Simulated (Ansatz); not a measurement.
# AsBH4O2 + H2O: a complex and its separated parts, part 2 of 2

Ansatz 0.2.0, Gaussian basis. The steps go on from the part before.

## Step 13: CAM-B3LYP-D4/def2-TZVPP

The inputs:

parta/in.yaml

```yaml
crystal:
  periodic: [false, false, false]
  atoms:
    - {symbol: B, position_ang: [0.356808, -0.518850, -0.751979]}
    - {symbol: O, position_ang: [0.834556, 0.738622, -0.590215]}
    - {symbol: O, position_ang: [0.761793, -1.238230, -1.836925]}
    - {symbol: As, position_ang: [-0.839348, -1.261545, 0.746380]}
    - {symbol: H, position_ang: [1.424463, 0.999250, -1.306197]}
    - {symbol: H, position_ang: [0.361156, -2.106148, -1.905265]}
    - {symbol: H, position_ang: [-1.639941, -2.172615, -0.175961]}
    - {symbol: H, position_ang: [-1.845242, -0.130419, 0.633414]}
basis:
  gaussian: {orbitals: def2-TZVPP}
hamiltonian: {xc: {name: CAM-B3LYP}, dispersion: d4}
```

partb/in.yaml

```yaml
crystal:
  periodic: [false, false, false]
  atoms:
    - {symbol: O, position_ang: [0.368179, 1.763516, 2.050917]}
    - {symbol: H, position_ang: [-0.397908, 2.338628, 1.995409]}
    - {symbol: H, position_ang: [0.615282, 1.587890, 1.140521]}
basis:
  gaussian: {orbitals: def2-TZVPP}
hamiltonian: {xc: {name: CAM-B3LYP}, dispersion: d4}
```

One command serves all of them, each in its own folder.

Run with:

```bash
$ ansatz run in.yaml --threads 8 --pin off --events-out ev --progress --plain --max-ram 19148MiB
```

Log of parta, cut to the lines that bear on the results:

```text
Functional definition: CAM-B3LYP
  name "CAM-B3LYP"
  cite "Yanai, Tew & Handy, Chem. Phys. Lett. 393, 51 (2004) doi:10.1016/j.cplett.2004.06.011"
  cite "Iikura, Tsuneda, Yanai & Hirao, J. Chem. Phys. 115, 3540 (2001) doi:10.1063/1.1383587"
  cite "Becke, Phys. Rev. A 38, 3098 (1988) doi:10.1103/PhysRevA.38.3098"
  cite "Lee, Yang & Parr, Phys. Rev. B 37, 785 (1988) doi:10.1103/PhysRevB.37.785"
[...]
1116 factors; their error is unknown
265 factors; integrals over basis functions are off by at most 1.1e-5 eV
[...]
mean field -65683.49775618 eV, -2413.8240206658 hartree, gradient 1.6e-5 eV, S^2 0.000000; 0 other end points of the search recorded, 0 dependent functions left out
reference -65683.49787555 eV, -2413.8240250524 hartree; 29, 29 occupied and 168, 168 virtual orbitals, 1116 factors
Total energy: -65683.62214970 eV, -2413.8285920434 hartree
```

Log of partb, cut to the lines that bear on the results:

```text
[... 6 set-up lines as earlier in the session ...]
[...]
  # Exact exchange under (alpha + beta erf(omega r))/r, Becke's under what is left of 1/r.
[...]
269 factors; their error is unknown
72 factors; integrals over basis functions are off by at most 1.6e-5 eV
[...]
mean field -2079.99969870 eV, -76.4385790528 hartree, gradient 1.1e-5 eV, S^2 0.000000; 0 other end points of the search recorded, 0 dependent functions left out
reference -2079.99976612 eV, -76.4385815306 hartree; 5, 5 occupied and 54, 54 virtual orbitals, 269 factors
Total energy: -2080.00383175 eV, -76.4387309397 hartree
```

Times: 1.5 s (parta), 0.2 s (partb) on 8 threads of Arm Neoverse V1, shared host.

## Step 14: wB97X-V/def2-TZVPP

Each input of step 13 (parta, partb) changes in the same lines:

```diff
-hamiltonian: {xc: {name: CAM-B3LYP}, dispersion: d4}
+hamiltonian: {xc: {name: wB97X-V}}
```

The same command starts each run, in its folder.

Run with:

```bash
$ ansatz run in.yaml --threads 8 --pin off --events-out ev --progress --plain --max-ram 19148MiB
```

Output in parta, cut to the lines that bear on the results:

```text
Functional definition: wB97X-V
  name "wB97X-V"
  cite "Mardirossian & Head-Gordon, Phys. Chem. Chem. Phys. 16, 9904 (2014) doi:10.1039/C3CP54374A"
[... 2 set-up lines as earlier in the session ...]
[...]
      + integral(e_c_pw_opposite_spin*poly(b97_u_opposite, cos0, cos1)) + vv10(b, c)
1116 factors; their error is unknown
244 factors; integrals over basis functions are off by at most 6.0e-6 eV
[...]
mean field -65674.66274403 eV, -2413.4993399580 hartree, gradient 2.6e-5 eV, S^2 0.000000; 0 other end points of the search recorded, 0 dependent functions left out
reference -65674.66274222 eV, -2413.4993398913 hartree; 29, 29 occupied and 168, 168 virtual orbitals, 1116 factors
Total energy: -65674.66274222 eV, -2413.4993398913 hartree
```

Output in partb, cut to the lines that bear on the results:

```text
[... 5 set-up lines as earlier in the session ...]
[...]
      + integral(e_c_pw_opposite_spin*poly(b97_u_opposite, cos0, cos1)) + vv10(b, c)
269 factors; their error is unknown
69 factors; integrals over basis functions are off by at most 2.2e-5 eV
[...]
mean field -2079.88766015 eV, -76.4344617119 hartree, gradient 2.2e-5 eV, S^2 0.000000; 0 other end points of the search recorded, 0 dependent functions left out
reference -2079.88765925 eV, -76.4344616790 hartree; 5, 5 occupied and 54, 54 virtual orbitals, 269 factors
Total energy: -2079.88765925 eV, -76.4344616790 hartree
```

Times: 3.2 s (parta), 0.3 s (partb) on 8 threads of Arm Neoverse V1, shared host.

## Step 15: wB97M-V/def2-TZVPP

The same edit goes into each in.yaml of step 14 (parta, partb):

```diff
-hamiltonian: {xc: {name: wB97X-V}}
+hamiltonian: {xc: {name: wB97M-V}}
```

Each run has its own folder and the same command.

Run with:

```bash
$ ansatz run in.yaml --threads 8 --pin off --events-out ev --progress --plain --max-ram 19148MiB
```

parta printed, cut to the lines that bear on the results:

```text
Functional definition: wB97M-V
  name "wB97M-V"
  cite "Mardirossian & Head-Gordon, J. Chem. Phys. 144, 214110 (2016) doi:10.1063/1.4952647"
[... 2 set-up lines as earlier in the session ...]
  # Of w^i u^j: cxij and so on, Table III.
[...]
  gx(w, u) = 1 - cx + cx01*u + cx10*w
[...]
      + integral(e_c_pw_mod_opposite_spin*gos(b97_w_opposite, b97_u_opposite)) + vv10(b, c)
1111 factors; their error is unknown
244 factors; integrals over basis functions are off by at most 6.0e-6 eV
[...]
mean field -65676.82076048 eV, -2413.5786455995 hartree, gradient 2.5e-5 eV, S^2 0.000000; 0 other end points of the search recorded, 0 dependent functions left out
reference -65676.82080472 eV, -2413.5786472253 hartree; 29, 29 occupied and 168, 168 virtual orbitals, 1111 factors
Total energy: -65676.82080472 eV, -2413.5786472253 hartree
```

Output in partb, cut to the lines that bear on the results:

```text
[... 5 set-up lines as earlier in the session ...]
  # Of w^i u^j: cxij and so on, Table III.
[...]
  gx(w, u) = 1 - cx + cx01*u + cx10*w
[...]
      + integral(e_c_pw_mod_opposite_spin*gos(b97_w_opposite, b97_u_opposite)) + vv10(b, c)
269 factors; their error is unknown
69 factors; integrals over basis functions are off by at most 2.2e-5 eV
[...]
mean field -2079.85936379 eV, -76.4334218400 hartree, gradient 2.9e-5 eV, S^2 0.000000; 0 other end points of the search recorded, 0 dependent functions left out
reference -2079.85938580 eV, -76.4334226488 hartree; 5, 5 occupied and 54, 54 virtual orbitals, 269 factors
Total energy: -2079.85938580 eV, -76.4334226488 hartree
```

Wall times: 3.7 s (parta), 0.3 s (partb) on 8 threads of Arm Neoverse V1, shared host.

## Step 16: B2PLYP/def2-TZVPP

Each input of step 15 (parta, partb) changes in the same lines:

```diff
-hamiltonian: {xc: {name: wB97M-V}}
+hamiltonian: {xc: {name: B2PLYP}}
```

The same command starts each run, in its folder.

Run with:

```bash
$ ansatz run in.yaml --threads 8 --pin off --events-out ev --progress --plain --max-ram 19148MiB
```

Output in parta, cut to the lines that bear on the results:

```text
Functional definition: B2PLYP
  name "B2PLYP"
  cite "Grimme, J. Chem. Phys. 124, 034108 (2006) doi:10.1063/1.2148954"
[... 2 set-up lines as earlier in the session ...]
[...]
1236 factors; integrals over basis functions are off by at most 9.6e-4 eV
[...]
mean field -65660.89176212 eV, -2412.9932657068 hartree, gradient 7.2e-6 eV, S^2 0.000000; 0 other end points of the search recorded, 0 dependent functions left out
12 core orbitals not correlated: weight in the atoms' cores, before any rotation towards them, 1.000 or more for the frozen orbitals, at most 0.000 for the correlated occupied ones
reference -65660.89191583 eV, -2412.9932713557 hartree; 17, 17 occupied and 168, 168 virtual orbitals, 1236 factors
second order -27.89579283 eV of doubles, -0.00000000 eV of singles
Total energy: -65668.42377989 eV, -2413.2700622547 hartree
```

partb printed, cut to the lines that bear on the results:

```text
[... 5 set-up lines as earlier in the session ...]
[...]
361 factors; integrals over basis functions are off by at most 7.6e-4 eV
[...]
mean field -2077.03832309 eV, -76.3297505063 hartree, gradient 8.4e-7 eV, S^2 0.000000; 0 other end points of the search recorded, 0 dependent functions left out
1 core orbitals not correlated: weight in the atoms' cores, before any rotation towards them, 1.000 or more for the frozen orbitals, at most 0.000 for the correlated occupied ones
reference -2077.03840810 eV, -76.3297536306 hartree; 4, 4 occupied and 54, 54 virtual orbitals, 361 factors
second order -8.41846644 eV of doubles, -0.00000000 eV of singles
Total energy: -2079.31139404 eV, -76.4132843232 hartree
```

Wall times: 2.1 s (parta), 0.2 s (partb) on 8 threads of Arm Neoverse V1, shared host.

## Step 17: PBE-QIDH/def2-TZVPP

The same edit goes into each in.yaml of step 16 (parta, partb):

```diff
-hamiltonian: {xc: {name: B2PLYP}}
+hamiltonian: {xc: {name: PBE-QIDH}}
```

The same command starts each run, in its folder.

Run with:

```bash
$ ansatz run in.yaml --threads 8 --pin off --events-out ev --progress --plain --max-ram 19148MiB
```

Log of parta, cut to the lines that bear on the results:

```text
Functional definition: PBE-QIDH
  name "PBE-QIDH"
  cite "Brémond, Sancho-García, Pérez-Jiménez & Adamo, J. Chem. Phys. 141, 031101 (2014) doi:10.1063/1.4890314"
[... 1 set-up line as earlier in the session ...]
[...]
1236 factors; integrals over basis functions are off by at most 9.6e-4 eV
[...]
mean field -65651.08886014 eV, -2412.6330157037 hartree, gradient 7.9e-6 eV, S^2 0.000000; 0 other end points of the search recorded, 0 dependent functions left out
12 core orbitals not correlated: weight in the atoms' cores, before any rotation towards them, 1.000 or more for the frozen orbitals, at most 0.000 for the correlated occupied ones
reference -65651.08887143 eV, -2412.6330161188 hartree; 17, 17 occupied and 168, 168 virtual orbitals, 1236 factors
second order -25.95114879 eV of doubles, -0.00000000 eV of singles
Total energy: -65659.73925436 eV, -2412.9509118280 hartree
```

partb printed, cut to the lines that bear on the results:

```text
[... 4 set-up lines as earlier in the session ...]
[...]
361 factors; integrals over basis functions are off by at most 7.6e-4 eV
[...]
mean field -2075.58441697 eV, -76.2763204421 hartree, gradient 2.2e-6 eV, S^2 0.000000; 0 other end points of the search recorded, 0 dependent functions left out
1 core orbitals not correlated: weight in the atoms' cores, before any rotation towards them, 1.000 or more for the frozen orbitals, at most 0.000 for the correlated occupied ones
reference -2075.58442246 eV, -76.2763206439 hartree; 4, 4 occupied and 54, 54 virtual orbitals, 361 factors
second order -7.85877141 eV of doubles, -0.00000000 eV of singles
Total energy: -2078.20401293 eV, -76.3725888180 hartree
```

Wall times: 2.2 s (parta), 0.2 s (partb) on 8 threads of Arm Neoverse V1, shared host.

## Step 18: RPA on PBE/def2-TZVPP

The same edit goes into each in.yaml of step 17 (parta, partb):

```diff
-hamiltonian: {xc: {name: PBE-QIDH}}
+hamiltonian: {xc: pbe}
+correlation: {method: rpa}
```

Each run has its own folder and the same command.

Run with:

```bash
$ ansatz run in.yaml --threads 8 --pin off --events-out ev --progress --plain --max-ram 19148MiB
```

parta printed, cut to the lines that bear on the results:

```text
[... 4 set-up lines as earlier in the session ...]
[...]
1236 factors; integrals over basis functions are off by at most 9.6e-4 eV
[...]
mean field -65667.18727450 eV, -2413.2246215198 hartree, gradient 6.3e-6 eV, S^2 0.000000; 1 other end points of the search recorded, 0 dependent functions left out
12 core orbitals not correlated: weight in the atoms' cores, before any rotation towards them, 1.000 or more for the frozen orbitals, at most 0.000 for the correlated occupied ones
reference -65608.60200402 eV, -2411.0716525400 hartree; 17, 17 occupied and 168, 168 virtual orbitals, 1236 factors
Total energy: -65644.60384833 eV, -2412.3946959154 hartree
```

Output in partb, cut to the lines that bear on the results:

```text
[... 4 set-up lines as earlier in the session ...]
[...]
361 factors; integrals over basis functions are off by at most 7.6e-4 eV
[...]
mean field -2078.40748385 eV, -76.3800662364 hartree, gradient 2.1e-6 eV, S^2 0.000000; 0 other end points of the search recorded, 0 dependent functions left out
1 core orbitals not correlated: weight in the atoms' cores, before any rotation towards them, 1.000 or more for the frozen orbitals, at most 0.000 for the correlated occupied ones
reference -2069.53709341 eV, -76.0540854001 hartree; 4, 4 occupied and 54, 54 virtual orbitals, 361 factors
Total energy: -2080.48248873 eV, -76.4563212592 hartree
```

They took 2.4 s (parta), 0.2 s (partb) on 8 threads of Arm Neoverse V1, shared host.

## Step 19: CCSD(T)/def2-TZVPP

The same edit goes into each in.yaml of step 18 (parta, partb):

```diff
-hamiltonian: {xc: pbe}
-correlation: {method: rpa}
+correlation: {method: ccsd_t}
```

The same command starts each run, in its folder.

Run with:

```bash
$ ansatz run in.yaml --threads 8 --pin off --events-out ev --progress --plain --max-ram 19148MiB
```

parta printed, cut to the lines that bear on the results:

```text
Functional definition: HF
  name "HF"
  cite "Fock, Z. Phys. 61, 126 (1930) doi:10.1007/BF01340294"
[... 1 set-up line as earlier in the session ...]
[...]
1236 factors; integrals over basis functions are off by at most 9.6e-4 eV
[...]
mean field -65610.12394356 eV, -2411.1275827866 hartree, gradient 1.7e-6 eV, S^2 0.000000; 0 other end points of the search recorded, 0 dependent functions left out
12 core orbitals not correlated: weight in the atoms' cores, before any rotation towards them, 1.000 or more for the frozen orbitals, at most 0.000 for the correlated occupied ones
reference -65610.12394356 eV, -2411.1275827866 hartree; 17, 17 occupied and 168, 168 virtual orbitals, 1236 factors
second order -23.16333194 eV of doubles, -0.00000000 eV of singles
cycle   1  -23.00104201 eV  change    1.6e-1 eV  update   1.0e-1
[...]
cycle   9  -23.66524929 eV  change   -2.5e-5 eV  update   2.0e-5
perturbative correction -0.87645912 eV, -0.0322092784 hartree
Total energy: -65634.66565197 eV, -2412.0294739355 hartree
```

Output in partb, cut to the lines that bear on the results:

```text
[... 4 set-up lines as earlier in the session ...]
[...]
361 factors; integrals over basis functions are off by at most 7.6e-4 eV
[...]
mean field -2069.76251507 eV, -76.0623694933 hartree, gradient 3.6e-6 eV, S^2 0.000000; 0 other end points of the search recorded, 0 dependent functions left out
1 core orbitals not correlated: weight in the atoms' cores, before any rotation towards them, 1.000 or more for the frozen orbitals, at most 0.000 for the correlated occupied ones
reference -2069.76251507 eV, -76.0623694933 hartree; 4, 4 occupied and 54, 54 virtual orbitals, 361 factors
second order -7.10539775 eV of doubles, -0.00000000 eV of singles
cycle   1  -7.11150305 eV  change   -6.1e-3 eV  update   4.1e-2
[...]
cycle   8  -7.26593513 eV  change    3.4e-6 eV  update   7.2e-6
perturbative correction -0.20738344 eV, -0.0076212009 hartree
Total energy: -2077.23583364 eV, -76.3370088851 hartree
```

They took 41 s (parta), 0.25 s (partb) on 8 threads of Arm Neoverse V1, shared host; peak memory 2.5 GiB.

## Step 20: Vibrations of AsBH4O2

Contents of vib-parta/in.yaml:

```yaml
crystal:
  periodic: [false, false, false]
  atoms:
    - {symbol: B, position_ang: [0.356808, -0.518850, -0.751979]}
    - {symbol: O, position_ang: [0.834556, 0.738622, -0.590215]}
    - {symbol: O, position_ang: [0.761793, -1.238230, -1.836925]}
    - {symbol: As, position_ang: [-0.839348, -1.261545, 0.746380]}
    - {symbol: H, position_ang: [1.424463, 0.999250, -1.306197]}
    - {symbol: H, position_ang: [0.361156, -2.106148, -1.905265]}
    - {symbol: H, position_ang: [-1.639941, -2.172615, -0.175961]}
    - {symbol: H, position_ang: [-1.845242, -0.130419, 0.633414]}
basis:
  gaussian: {orbitals: def2-TZVP}
hamiltonian: {xc: pbe0, dispersion: d4}
phonons: {temperatures: {t_min: 298.15, t_max: 900, t_step: 200}}
```

Run with:

```bash
$ ansatz run in.yaml --threads 8 --pin off --events-out ev --progress --plain --max-ram 19148MiB
```

What it wrote, cut to the lines that bear on the results:

```text
[... 5 set-up lines as earlier in the session ...]
[...]
1070 factors; their error is unknown
[...]
mean field -65669.03491791 eV, -2413.2925211627 hartree, gradient 2.0e-5 eV, S^2 0.000000; 0 other end points of the search recorded, 0 dependent functions left out
[...]
Atom 5 at     0.361156    -2.106148    -1.905265 Å, force    -0.000747    -0.000922    -0.000385 eV/Å
Atom 6 at    -1.639941    -2.172615    -0.175961 Å, force     0.000377     0.000212     0.000077 eV/Å
Atom 7 at    -1.845242    -0.130419     0.633414 Å, force    -0.000277     0.000284     0.000309 eV/Å
Dipole moment:     0.042946    -0.150759    -0.329243 e Å
Vibrations: 97.39 225.00 300.93 405.71 503.89 551.05 592.99 685.61 691.90 982.62 997.97 1011.97 1281.60 1428.83 2202.77 2237.35 3835.82 3914.59 cm⁻¹, zero-point energy 1.360602 eV
```

Run time: 45 s. Hardware: 8 threads of Arm Neoverse V1, shared host.

Wavenumbers and character of the modes:

| mode | wavenumber (cm⁻¹) | character |
| --- | --- | --- |
| 1 | 97 | torsion |
| 2 | 225 | bend |
| 3 | 301 | B–As stretch with bend |
| 4 | 406 | torsion with bend |
| 5 | 504 | torsion |
| 6 | 551 | bend with B–As stretch |
| 7 | 593 | torsion |
| 8 | 686 | bend |
| 9 | 692 | bend with torsion |
| 10 | 983 | bend with torsion |
| 11 | 998 | bend |
| 12 | 1012 | bend |
| 13 | 1282 | B–O stretch with bend |
| 14 | 1429 | B–O stretch |
| 15 | 2203 | As–H stretch |
| 16 | 2237 | As–H stretch |
| 17 | 3836 | O–H stretch |
| 18 | 3915 | O–H stretch |

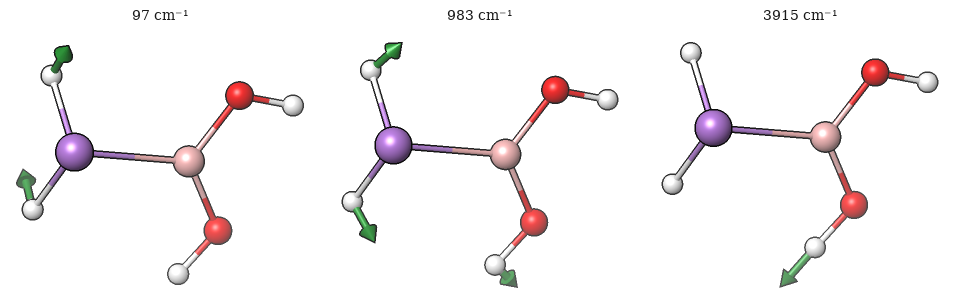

Displacements of 3 modes, as arrows.

Vibrational sums (real modes only):

| T (K) | entropy (J/mol/K) | heat capacity (J/mol/K) |
| --- | --- | --- |
| 298 | 43.5 | 56.1 |
| 498 | 79.4 | 83.4 |
| 698 | 110.3 | 99.7 |
| 898 | 136.8 | 110.4 |

## Step 21: Vibrations of H2O

Contents of vib-partb/in.yaml:

```yaml
crystal:
  periodic: [false, false, false]
  atoms:
    - {symbol: O, position_ang: [0.368179, 1.763516, 2.050917]}
    - {symbol: H, position_ang: [-0.397908, 2.338628, 1.995409]}
    - {symbol: H, position_ang: [0.615282, 1.587890, 1.140521]}
basis:
  gaussian: {orbitals: def2-TZVP}
hamiltonian: {xc: pbe0, dispersion: d4}
phonons: {temperatures: {t_min: 298.15, t_max: 900, t_step: 200}}
```

Run with:

```bash
$ ansatz run in.yaml --threads 8 --pin off --events-out ev --progress --plain --max-ram 19148MiB
```

What it wrote, cut to the lines that bear on the results:

```text
[... 5 set-up lines as earlier in the session ...]
[...]
239 factors; their error is unknown
[...]
mean field -2078.33307610 eV, -76.3773318018 hartree, gradient 1.2e-5 eV, S^2 0.000000; 0 other end points of the search recorded, 0 dependent functions left out
[...]
Total energy: -2078.33734558 eV, -76.3774887023 hartree
Atom 0 at     0.368179     1.763516     2.050917 Å, force     0.002532    -0.001949     0.004713 eV/Å
Atom 1 at    -0.397908     2.338628     1.995409 Å, force    -0.000420     0.000347    -0.003070 eV/Å
Atom 2 at     0.615282     1.587890     1.140521 Å, force    -0.002112     0.001602    -0.001642 eV/Å
Dipole moment:    -0.191399     0.147329    -0.356221 e Å
Vibrations: 1622.43 3851.97 3960.02 cm⁻¹, zero-point energy 0.584860 eV
```

It took 0.5 s on 8 threads of Arm Neoverse V1, shared host.

Wavenumbers and character of the modes:

| mode | wavenumber (cm⁻¹) | character |
| --- | --- | --- |
| 1 | 1622 | bend |
| 2 | 3852 | O–H stretch |
| 3 | 3960 | O–H stretch |

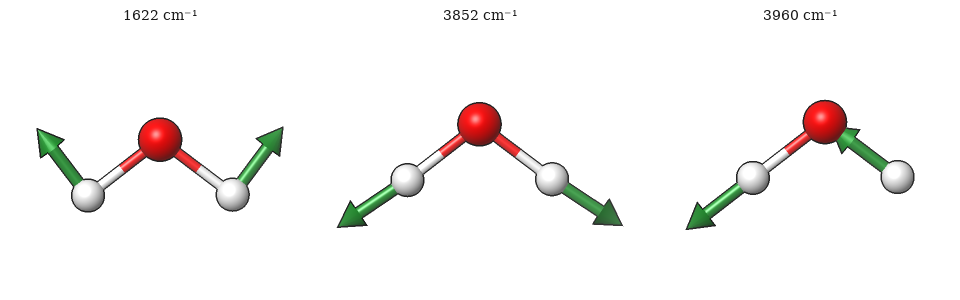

Displacements of 3 modes, as arrows.

Vibrational sums (real modes only):

| T (K) | entropy (J/mol/K) | heat capacity (J/mol/K) |
| --- | --- | --- |
| 298 | 0.0 | 0.2 |
| 498 | 0.4 | 1.7 |
| 698 | 1.4 | 3.9 |
| 898 | 2.6 | 6.1 |

## Step 22: Complex less separated parts

The complex's own energies come from single points at the same levels.

Rows are in def2-TZVPP; times add the 3 runs of a level on a shared host, so small differences are noise.

Differences are taken before rounding.

| method | rung | complex less parts (kcal/mol) | from CCSD(T) (kcal/mol) | time |
| --- | --- | --- | --- | --- |
| SPW92 | LDA | -7.9 | -3.3 | 1.6 s |
| PBE-D4 | GGA | -5.4 | -0.8 | 2.3 s |
| BLYP-D4 | GGA | -5.3 | -0.7 | 2.4 s |
| r2SCAN-D4 | meta-GGA | -5.0 | -0.4 | 5.3 s |
| B97M-V | meta-GGA | -5.0 | -0.5 | 9.4 s |
| PBE0-D4 | hybrid | -5.0 | -0.4 | 3.5 s |
| B3LYP-D4 | hybrid | -5.1 | -0.6 | 3.4 s |
| r2SCAN0-D4 | hybrid | -4.9 | -0.3 | 5.9 s |
| BHLYP-D4 | hybrid | -5.1 | -0.5 | 3.1 s |
| CAM-B3LYP-D4 | range-separated hybrid | -5.4 | -0.8 | 3.9 s |
| wB97X-V | range-separated hybrid | -4.9 | -0.3 | 8.3 s |
| wB97M-V | range-separated hybrid | -5.0 | -0.4 | 10 s |
| B2PLYP | double hybrid | -4.0 | +0.6 | 6.2 s |
| PBE-QIDH | double hybrid | -4.2 | +0.3 | 6.4 s |
| RPA on PBE | RPA | -3.9 | +0.7 | 8.1 s |
| Hartree-Fock | wavefunction | -1.8 | +2.8 |  |
| MP2 | wavefunction | -4.7 | -0.1 |  |
| CCSD | wavefunction | -4.1 | +0.4 |  |
| CCSD(T) | wavefunction | -4.6 | 0 | 4 min |

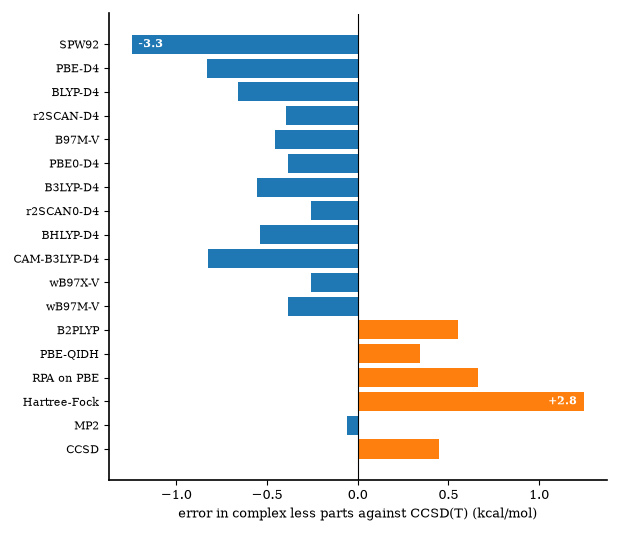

Error of each method against CCSD(T). Bars with a number in them are cut short.

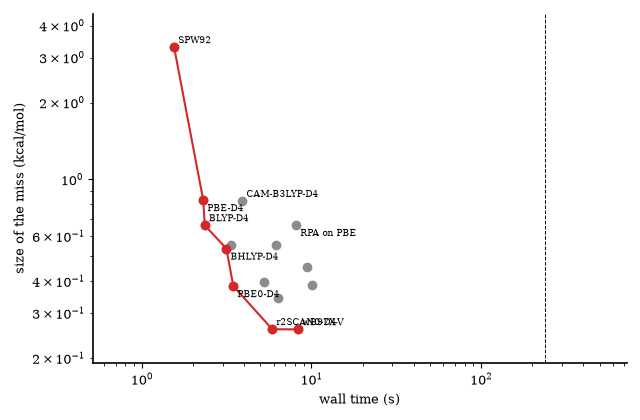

Miss against cost. Red marks the levels that no quicker level drawn beats (of those quicker than the yardstick), and the dashed line is the time of CCSD(T). Only those levels and the largest misses are named. Times are from a shared host.

wB97X-V reaches 0.3 kcal/mol from the reference in 8.3 s, where CCSD(T) took 4 min; the quickest level in the cost chart, SPW92, takes 1.6 s and misses by 3.3 kcal/mol.

The complex's zero-point energy, from a separate PBE0-D4 run, is 2.014 eV.

## Step 23: Results

What follows sums up all 2 parts.

| quantity | value |
| --- | --- |
| complex less parts, CCSD(T)/def2-TZVPP | -4.6 kcal/mol |
| with zero-point energy | -3.0 kcal/mol |
| largest T1 diagnostic | 0.012 |

What this shows: At CCSD(T) the complex lies 4.6 kcal/mol below its parts. wB97X-V is the best functional here (-0.3 kcal/mol from CCSD(T)); SPW92 is the worst (-3.3 kcal/mol). r2SCAN0-D4, PBE-QIDH are as near within the digits shown. By rung, the mean size of the error is: LDA 3.3, GGA 0.7, meta-GGA 0.4, hybrid 0.4, range-separated hybrid 0.5, double hybrid 0.4 kcal/mol. PBE-D4 gives a relative energy 0.8 kcal/mol too low, inside chemical accuracy (1 kcal/mol). No counterpoise was applied, and triple zeta lacks some correlation, so the CCSD(T) reference has a basis error of its own, and close matches with it are partly luck.
